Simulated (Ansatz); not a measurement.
# C4H6Cl2Si: geometry relaxation

The run: geometry relaxation of C4H6Cl2Si. Method and program: RKS PBE-D4/def2-SVP (Ansatz 0.2.0).

The geometry: force-field start. Figures and captions count atoms from 1; the log counts them from 0 in places.

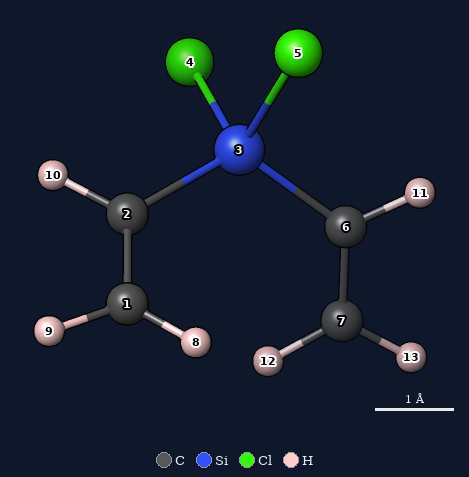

Fig. 1: The starting structure (ball-and-stick view, seen at a tilt; atoms are numbered from 1 in the order of the input). Bond lengths as drawn: Cl–Si 1.95 to 2.06 Å, C–C 1.34 to 1.40 Å, C–H 1.04 to 1.12 Å and C–Si 1.79 to 1.83 Å.

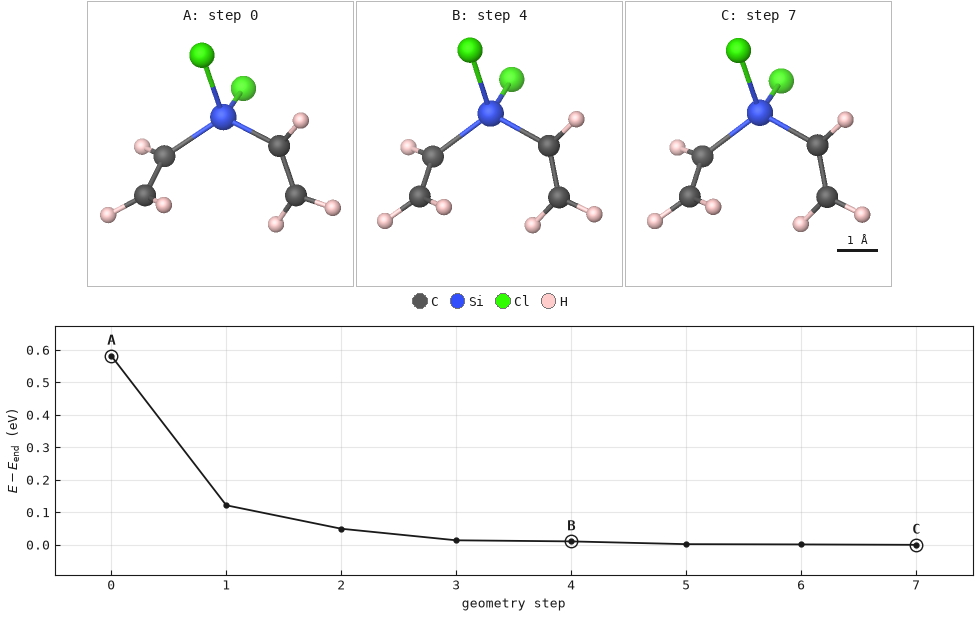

Fig. 2: Frames of the relaxation (ball-and-stick view, seen at an oblique angle) above the curves, on which the letters mark them (the first geometry is step 0 here and step 1 in the log).

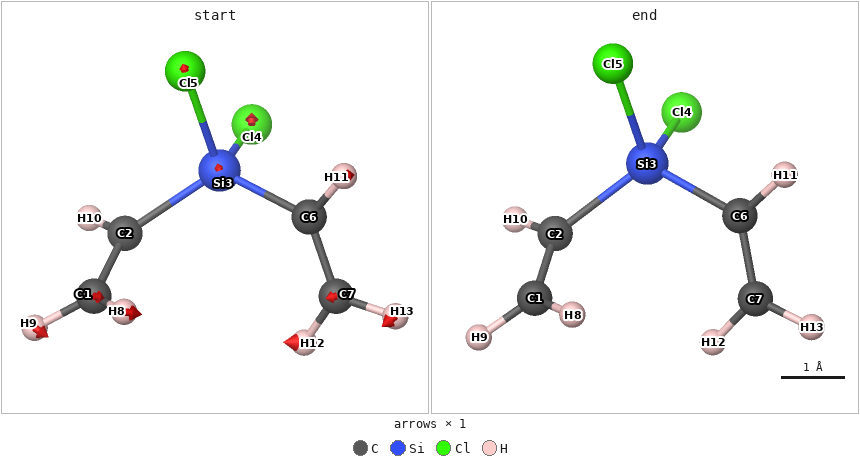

Fig. 3: Before (left) and after (right) the relaxation, at one scale (ball-and-stick view, seen at an oblique angle). The red arrows give the displacements, at true length. H12 moves most after the best rigid fit: 0.37 Å. Largest moves by element: H 0.37 Å, Cl 0.22 Å, C 0.20 Å, Si 0.12 Å. Among the contacts that change: Si3–Cl4 1.951 → 2.085 Å, Si3–C6 1.787 → 1.866 Å, C1–H8 1.041 → 1.104 Å, C1–C2 1.401 → 1.349 Å. Among the angles that change: H8–C1–H9 122.7° → 116.1°, C2–C1–H9 115.8° → 121.8°, C2–Si3–C6 119.2° → 114.9°. The energy falls by 0.582 eV in 7 geometry steps. The largest force component goes from 4.2 to 0.013 eV/Å. (Atoms are counted from 1 in the order of the input.)

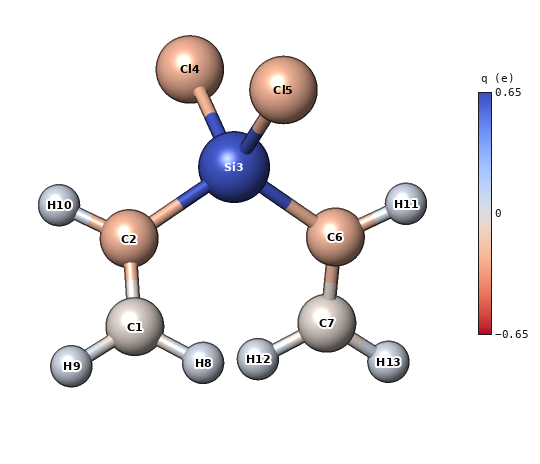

Fig. 4: Mulliken charges, as the colour of each atom (ball-and-stick view, seen at a tilt; atoms are numbered from 1 in the order of the input; Mulliken charges depend strongly on the basis). By element: C −0.21 to −0.04, Si +0.61, Cl −0.22 and H +0.05 to +0.06 e.

The input and output of the run follow.

### Input file
```yaml
crystal:
  periodic: [false, false, false]
  atoms:
    - {symbol: C, position_ang: [0.867600, -0.041200, 1.994500]}
    - {symbol: C, position_ang: [0.206200, 0.937000, 1.239700]}
    - {symbol: Si, position_ang: [-0.008700, 0.981800, -0.572600]}
    - {symbol: Cl, position_ang: [-1.501600, 2.170100, -0.978600]}
    - {symbol: Cl, position_ang: [1.692200, 1.861000, -1.323600]}
    - {symbol: C, position_ang: [-0.213100, -0.552800, -1.464700]}
    - {symbol: C, position_ang: [-0.860300, -1.655300, -1.061800]}
    - {symbol: H, position_ang: [1.327400, -0.859300, 1.543200]}
    - {symbol: H, position_ang: [0.871100, 0.119200, 3.106500]}
    - {symbol: H, position_ang: [-0.227600, 1.796200, 1.767800]}
    - {symbol: H, position_ang: [0.243800, -0.577400, -2.422200]}
    - {symbol: H, position_ang: [-1.367700, -1.712400, -0.085100]}
    - {symbol: H, position_ang: [-1.008900, -2.501600, -1.728400]}
basis:
  gaussian: {orbitals: def2-SVP}
hamiltonian: {xc: pbe, dispersion: d4}
relax: {f_tol: 0.03, max_steps: 200}
```

Launched with:
```bash
ansatz run in.yaml --threads 4 --pin off --events-out ev --progress --plain --max-ram 11315MiB
```

### The program's output
```
Functional definition: PBE
  name "PBE"
  cite "Perdew, Burke & Ernzerhof, Phys. Rev. Lett. 77, 3865 (1996) doi:10.1103/PhysRevLett.77.3865"
  parent pbe
  parameter kappa = 0.804
  parameter beta = 0.06672455060314922
  exchange = pbe_x(kappa = kappa, mu = beta*pi^2/3)
  correlation = pbe_c(beta = beta)
1566 factors; their error is unknown
mean field evaluation 1: about -37124.2960 eV, gradient 6.6e1 eV
mean field evaluation 2: about -37108.0127 eV, gradient 1.0e2 eV
mean field evaluation 4: about -37136.0319 eV, gradient 1.3e1 eV
mean field evaluation 8: about -37136.4961 eV, gradient 3.2e-1 eV
mean field evaluation 16: about -37136.3990 eV, gradient 2.0e-3 eV
mean field -37136.39896954 eV, -1364.7374901754 hartree, gradient 3.2e-5 eV, S^2 0.000000; 0 other end points of the search recorded, 0 dependent functions left out
the calculation of the forces begins
reference -37136.39900674 eV, -1364.7374915422 hartree; 39, 39 occupied and 101, 101 virtual orbitals, 1566 factors
relax step   1: F+E_penalty+E_count = -37136.82941211 eV  Δ(F+E_penalty+E_count) = +0.000e0 eV  max|allowed force component| = 4.161e0 eV/Å  Δτ_max = 0.0000 Å  (31 SCF iters, accepted)
these checks for a lower state are left out or cut short: starts, cluster_reference, orbital_swaps, neighbouring_geometries, increment
1566 factors; their error is unknown
mean field -37136.86680589 eV, -1364.7546828440 hartree, gradient 1.3e-5 eV, S^2 0.000000; 0 other end points of the search recorded, 0 dependent functions left out
the calculation of the forces begins
reference -37136.86684359 eV, -1364.7546842295 hartree; 39, 39 occupied and 101, 101 virtual orbitals, 1566 factors
relax step   2: F+E_penalty+E_count = -37137.28988628 eV  Δ(F+E_penalty+E_count) = -4.605e-1 eV  max|allowed force component| = 1.377e0 eV/Å  Δτ_max = 0.1947 Å  (30 SCF iters, accepted)
these checks for a lower state are left out or cut short: starts, cluster_reference, orbital_swaps, neighbouring_geometries, increment
1566 factors; their error is unknown
mean field evaluation 32: about -37136.9393 eV, gradient 5.8e-4 eV
mean field -37136.93929067 eV, -1364.7573466105 hartree, gradient 7.6e-6 eV, S^2 0.000000; 0 other end points of the search recorded, 0 dependent functions left out
the calculation of the forces begins
reference -37136.93932872 eV, -1364.7573480089 hartree; 39, 39 occupied and 101, 101 virtual orbitals, 1566 factors
relax step   3: F+E_penalty+E_count = -37137.36209737 eV  Δ(F+E_penalty+E_count) = -7.221e-2 eV  max|allowed force component| = 3.966e-1 eV/Å  Δτ_max = 0.2000 Å  (29 SCF iters, accepted)
these checks for a lower state are left out or cut short: starts, cluster_reference, orbital_swaps, neighbouring_geometries, increment
1566 factors; their error is unknown
mean field -37136.97294220 eV, -1364.7585832816 hartree, gradient 2.3e-5 eV, S^2 0.000000; 0 other end points of the search recorded, 0 dependent functions left out
the calculation of the forces begins
reference -37136.97297989 eV, -1364.7585846665 hartree; 39, 39 occupied and 101, 101 virtual orbitals, 1566 factors
relax step   4: F+E_penalty+E_count = -37137.39772079 eV  Δ(F+E_penalty+E_count) = -3.562e-2 eV  max|allowed force component| = 2.219e-1 eV/Å  Δτ_max = 0.1286 Å  (30 SCF iters, accepted)
these checks for a lower state are left out or cut short: starts, cluster_reference, orbital_swaps, neighbouring_geometries, increment
1566 factors; their error is unknown
mean field -37136.97687377 eV, -1364.7587277640 hartree, gradient 2.3e-5 eV, S^2 0.000000; 0 other end points of the search recorded, 0 dependent functions left out
the calculation of the forces begins
reference -37136.97691143 eV, -1364.7587291480 hartree; 39, 39 occupied and 101, 101 virtual orbitals, 1566 factors
relax step   5: F+E_penalty+E_count = -37137.40108583 eV  Δ(F+E_penalty+E_count) = -3.365e-3 eV  max|allowed force component| = 2.048e-1 eV/Å  Δτ_max = 0.1086 Å  (30 SCF iters, accepted)
these checks for a lower state are left out or cut short: starts, cluster_reference, orbital_swaps, neighbouring_geometries, increment
1566 factors; their error is unknown
mean field -37136.98441051 eV, -1364.7590047340 hartree, gradient 2.3e-5 eV, S^2 0.000000; 0 other end points of the search recorded, 0 dependent functions left out
the calculation of the forces begins
reference -37136.98444816 eV, -1364.7590061176 hartree; 39, 39 occupied and 101, 101 virtual orbitals, 1566 factors
relax step   6: F+E_penalty+E_count = -37137.40959586 eV  Δ(F+E_penalty+E_count) = -8.510e-3 eV  max|allowed force component| = 8.483e-2 eV/Å  Δτ_max = 0.0377 Å  (31 SCF iters, accepted)
these checks for a lower state are left out or cut short: starts, cluster_reference, orbital_swaps, neighbouring_geometries, increment
1566 factors; their error is unknown
mean field -37136.98459675 eV, -1364.7590115784 hartree, gradient 2.1e-5 eV, S^2 0.000000; 0 other end points of the search recorded, 0 dependent functions left out
the calculation of the forces begins
reference -37136.98463435 eV, -1364.7590129600 hartree; 39, 39 occupied and 101, 101 virtual orbitals, 1566 factors
relax step   7: F+E_penalty+E_count = -37137.41039777 eV  Δ(F+E_penalty+E_count) = -8.019e-4 eV  max|allowed force component| = 1.128e-1 eV/Å  Δτ_max = 0.0198 Å  (31 SCF iters, accepted)
these checks for a lower state are left out or cut short: starts, cluster_reference, orbital_swaps, neighbouring_geometries, increment
1566 factors; their error is unknown
mean field evaluation 64: about -37137.0848 eV, gradient 1.1e0 eV
mean field -37136.98563828 eV, -1364.7590498538 hartree, gradient 2.2e-5 eV, S^2 0.000000; 0 other end points of the search recorded, 0 dependent functions left out
the calculation of the forces begins
reference -37136.98567583 eV, -1364.7590512338 hartree; 39, 39 occupied and 101, 101 virtual orbitals, 1566 factors
relax step   8: F+E_penalty+E_count = -37137.41167237 eV  Δ(F+E_penalty+E_count) = -1.275e-3 eV  max|allowed force component| = 1.329e-2 eV/Å  Δτ_max = 0.0222 Å  (31 SCF iters, accepted)
1566 factors; their error is unknown
mean field -37136.98563828 eV, -1364.7590498538 hartree, gradient 2.4e-5 eV, S^2 0.000000; 1 other end points of the search recorded, 0 dependent functions left out
the calculation of the forces begins
reference -37136.98567583 eV, -1364.7590512338 hartree; 39, 39 occupied and 101, 101 virtual orbitals, 1566 factors
Total energy: -37137.41170993 eV, -1364.7747076980 hartree
Atom 0 at     0.706605    -0.095825     1.898323 Å, force     0.000953    -0.002534     0.002464 eV/Å
Atom 1 at     0.164445     0.955596     1.250666 Å, force    -0.002447    -0.007316    -0.009219 eV/Å
Atom 2 at     0.044036     1.079173    -0.608164 Å, force     0.000399    -0.011223     0.007891 eV/Å
Atom 3 at    -1.531224     2.368924    -1.059224 Å, force    -0.006829     0.003790    -0.001353 eV/Å
Atom 4 at     1.778679     1.948202    -1.373968 Å, force     0.007175     0.006369    -0.005186 eV/Å
Atom 5 at    -0.203353    -0.547480    -1.487749 Å, force    -0.001130    -0.000947     0.000816 eV/Å
Atom 6 at    -0.747025    -1.640880    -0.915068 Å, force     0.003695     0.013287     0.006521 eV/Å
Atom 7 at     1.107424    -0.971869     1.359941 Å, force     0.000369    -0.000248    -0.002200 eV/Å
Atom 8 at     0.783078    -0.125398     2.999192 Å, force    -0.005316     0.002382    -0.003840 eV/Å
Atom 9 at    -0.215044     1.812098     1.837637 Å, force     0.003128    -0.000695    -0.000085 eV/Å
Atom 10 at     0.103106    -0.591382    -2.549496 Å, force    -0.002930    -0.006187     0.008682 eV/Å
Atom 11 at    -1.075977    -1.645628     0.138252 Å, force     0.000081    -0.000788     0.000586 eV/Å
Atom 12 at    -0.894348    -2.580231    -1.475642 Å, force     0.002850     0.004111    -0.005077 eV/Å
Dipole moment:    -0.027776    -0.479639     0.273471 e Å
```

### Trajectory as extended XYZ (Å, eV, eV/Å), 8 frames, from step=1 to step=8
```
13
Properties=species:S:1:pos:R:3:forces:R:3 step=1 energy=-37136.82941
C     0.8676   -0.0412    1.9945   -2.5627   4.1612   0.2807
C     0.2062    0.9370    1.2397    1.1552  -2.0147   1.8404
Si   -0.0087    0.9818   -0.5726    2.0832  -0.4969   0.9442
Cl   -1.5016    2.1701   -0.9786   -2.4763   1.9283  -0.6313
Cl    1.6922    1.8610   -1.3236    0.6959   0.3465  -0.3740
C    -0.2131   -0.5528   -1.4647   -0.3876  -1.2518   0.4790
C    -0.8603   -1.6553   -1.0618   -0.4816   0.1935   0.4038
H     1.3274   -0.8593    1.5432    1.0365  -1.9955  -0.8524
H     0.8711    0.1192    3.1065    0.3005  -0.4326  -0.6382
H    -0.2276    1.7962    1.7678   -0.0998   0.1406   0.2731
H     0.2438   -0.5774   -2.4222    0.6192  -0.0094  -1.5882
H    -1.3677   -1.7124   -0.0851    0.0469  -0.0372   0.1160
H    -1.0089   -2.5016   -1.7284    0.0705  -0.5318  -0.2531
13
Properties=species:S:1:pos:R:3:forces:R:3 step=2 energy=-37137.28989
C     0.7749   -0.0711    1.9669   -0.4424   1.3768   0.0505
C     0.1755    0.9266    1.2554    0.2790  -0.5262   0.6277
Si    0.0408    1.0334   -0.5873    0.1696   0.4480   0.1346
Cl   -1.5679    2.2807   -1.0062   -0.0682   0.1565  -0.0590
Cl    1.7748    1.9186   -1.3764   -0.2121  -0.0595   0.1078
C    -0.1875   -0.5520   -1.4664   -0.4140  -0.5464  -0.4428
C    -0.8789   -1.6257   -1.0315    0.5808  -0.5527   0.5310
H     1.1733   -0.9610    1.4815    0.2537  -0.4039  -0.0790
H     0.9207    0.0837    3.0630   -0.1170  -0.4458  -0.3731
H    -0.2339    1.7862    1.8157    0.1130   0.1001   0.0192
H     0.1988   -0.5804   -2.4935    0.1915  -0.0444  -0.2537
H    -1.2641   -1.7004    0.0095   -0.0798   0.1359  -0.2850
H    -0.9061   -2.5732   -1.6160   -0.2542   0.3616   0.0217
13
Properties=species:S:1:pos:R:3:forces:R:3 step=3 energy=-37137.36210
C     0.7409   -0.0566    1.9568   -0.0364   0.3966   0.0841
C     0.1914    0.9759    1.2801    0.0980  -0.2339  -0.0479
Si    0.0376    1.0245   -0.5813    0.1067   0.3830  -0.0528
Cl   -1.5697    2.2877   -1.0087    0.0311   0.0434  -0.0133
Cl    1.7779    1.9007   -1.3434   -0.0647   0.0057  -0.0468
C    -0.2156   -0.5647   -1.5156   -0.0743  -0.1952   0.2595
C    -0.8086   -1.6601   -0.9944    0.1248  -0.0239  -0.0014
H     1.2209   -0.8903    1.4237   -0.1515  -0.2836   0.0612
H     0.7765   -0.0549    3.0648    0.1513  -0.0629  -0.1768
H    -0.1562    1.8677    1.8335   -0.2059  -0.1000   0.0003
H     0.1341   -0.5867   -2.5621    0.0511   0.0046  -0.0382
H    -1.1879   -1.6886    0.0437    0.0507   0.0063  -0.0512
H    -0.9210   -2.5894   -1.5824   -0.0808   0.0598   0.0230
13
Properties=species:S:1:pos:R:3:forces:R:3 step=4 energy=-37137.39772
C     0.7166   -0.0709    1.9245    0.0010   0.2219  -0.0102
C     0.1544    0.9646    1.2689   -0.0298   0.0146  -0.1173
Si    0.0292    1.0614   -0.5892    0.0887  -0.0520   0.0041
Cl   -1.5319    2.3723   -1.0449    0.0814  -0.0356  -0.0220
Cl    1.8043    1.8651   -1.3452   -0.0667   0.0695  -0.0160
C    -0.2154   -0.5582   -1.4838   -0.0977   0.1568   0.0750
C    -0.7535   -1.6718   -0.9479   -0.0072   0.0914  -0.0073
H     1.1339   -0.9306    1.3788    0.0033  -0.1437   0.0247
H     0.8190   -0.0711    3.0225   -0.0053  -0.0709   0.0222
H    -0.2250    1.8429    1.8212   -0.0128  -0.0498   0.1214
H     0.0787   -0.5415   -2.5475    0.0112  -0.1190  -0.0771
H    -1.0784   -1.7152    0.1057    0.0152  -0.0036   0.0105
H    -0.9115   -2.5818   -1.5485    0.0185  -0.0797  -0.0080
13
Properties=species:S:1:pos:R:3:forces:R:3 step=5 energy=-37137.40109
C     0.7207   -0.0839    1.9170   -0.1128  -0.0819   0.0164
C     0.1681    0.9587    1.2667   -0.0330   0.0632  -0.1428
Si    0.0460    1.0637   -0.5934   -0.0111   0.2048  -0.1443
Cl   -1.4950    2.3918   -1.0766   -0.0365  -0.0950   0.0740
Cl    1.7648    1.9571   -1.3871   -0.0067  -0.1310   0.0722
C    -0.2204   -0.5559   -1.4836    0.0772   0.0923   0.0151
C    -0.7540   -1.6625   -0.9279    0.0435   0.0069   0.0131
H     1.1003   -0.9671    1.3733    0.0575   0.0274   0.0548
H     0.7913   -0.1107    3.0184    0.0382  -0.0132  -0.0143
H    -0.2208    1.8246    1.8336    0.0437  -0.0237   0.0496
H     0.0839   -0.5671   -2.5479   -0.0373  -0.0645   0.0266
H    -1.0706   -1.6919    0.1298    0.0015   0.0043  -0.0309
H    -0.8939   -2.5916   -1.5076   -0.0244   0.0104   0.0104
13
Properties=species:S:1:pos:R:3:forces:R:3 step=6 energy=-37137.40960
C     0.7094   -0.0877    1.9093   -0.0225   0.0150   0.0010
C     0.1648    0.9607    1.2598   -0.0188   0.0195  -0.0848
Si    0.0444    1.0716   -0.5996   -0.0014   0.0762  -0.0502
Cl   -1.5217    2.3753   -1.0607    0.0352  -0.0345   0.0202
Cl    1.7869    1.9290   -1.3750   -0.0556  -0.0343   0.0297
C    -0.2173   -0.5492   -1.4860    0.0510   0.0579   0.0073
C    -0.7474   -1.6540   -0.9237    0.0061   0.0028  -0.0003
H     1.1075   -0.9616    1.3652    0.0103  -0.0108   0.0382
H     0.7859   -0.1133    3.0102    0.0096  -0.0208  -0.0089
H    -0.2183    1.8254    1.8322    0.0154  -0.0257   0.0425
H     0.0832   -0.5688   -2.5506   -0.0259  -0.0487   0.0105
H    -1.0642   -1.6779    0.1336    0.0034   0.0013  -0.0167
H    -0.8929   -2.5843   -1.4999   -0.0067   0.0018   0.0117
13
Properties=species:S:1:pos:R:3:forces:R:3 step=7 energy=-37137.41040
C     0.7046   -0.0922    1.9045    0.0102  -0.0176  -0.0591
C     0.1607    0.9543    1.2478    0.0574  -0.0583   0.1128
Si    0.0397    1.0796   -0.6088    0.0455  -0.0020   0.0087
Cl   -1.5258    2.3774   -1.0632   -0.0222   0.0112  -0.0021
Cl    1.7803    1.9350   -1.3756    0.0168   0.0234  -0.0038
C    -0.2083   -0.5433   -1.4877   -0.0402  -0.0459  -0.0394
C    -0.7421   -1.6431   -0.9199   -0.0225  -0.0309   0.0498
H     1.1128   -0.9725    1.3765   -0.0308   0.0266  -0.0050
H     0.7793   -0.1142    3.0060   -0.0083   0.0183  -0.0153
H    -0.2094    1.8100    1.8408   -0.0404   0.0334  -0.0253
H     0.0816   -0.5869   -2.5530    0.0252   0.0289  -0.0241
H    -1.0616   -1.6615    0.1362    0.0016   0.0065   0.0016
H    -0.8914   -2.5772   -1.4891    0.0077   0.0063   0.0014
13
Properties=species:S:1:pos:R:3:forces:R:3 step=8 energy=-37137.41167
C     0.7066   -0.0958    1.8983    0.0010  -0.0025   0.0025
C     0.1644    0.9556    1.2507   -0.0024  -0.0073  -0.0092
Si    0.0440    1.0792   -0.6082    0.0004  -0.0112   0.0079
Cl   -1.5312    2.3689   -1.0592   -0.0068   0.0038  -0.0014
Cl    1.7787    1.9482   -1.3740    0.0072   0.0064  -0.0052
C    -0.2034   -0.5475   -1.4877   -0.0011  -0.0009   0.0008
C    -0.7470   -1.6409   -0.9151    0.0037   0.0133   0.0065
H     1.1074   -0.9719    1.3599    0.0004  -0.0002  -0.0022
H     0.7831   -0.1254    2.9992   -0.0053   0.0024  -0.0038
H    -0.2150    1.8121    1.8376    0.0031  -0.0007  -0.0001
H     0.1031   -0.5914   -2.5495   -0.0029  -0.0062   0.0087
H    -1.0760   -1.6456    0.1383    0.0001  -0.0008   0.0006
H    -0.8943   -2.5802   -1.4756    0.0029   0.0041  -0.0051
```

### Results in brief

| quantity | value |
| --- | --- |
| outcome | converged |
| total energy | −37137.4117 eV |
| mean-field energy | −37136.9857 eV |
| dispersion energy | −0.4260 eV |
| SCF solution under orbital rotations | stable |
| largest force (length of the vector) at the end | 0.015 eV/Å |
| dipole moment | 2.66 D |
| hardware | 4 threads of Arm Neoverse V2, 23 GiB of memory available, shared host |
| wall time | 14 s (CPU time 52 s) |
| peak memory | 0.21 GiB |
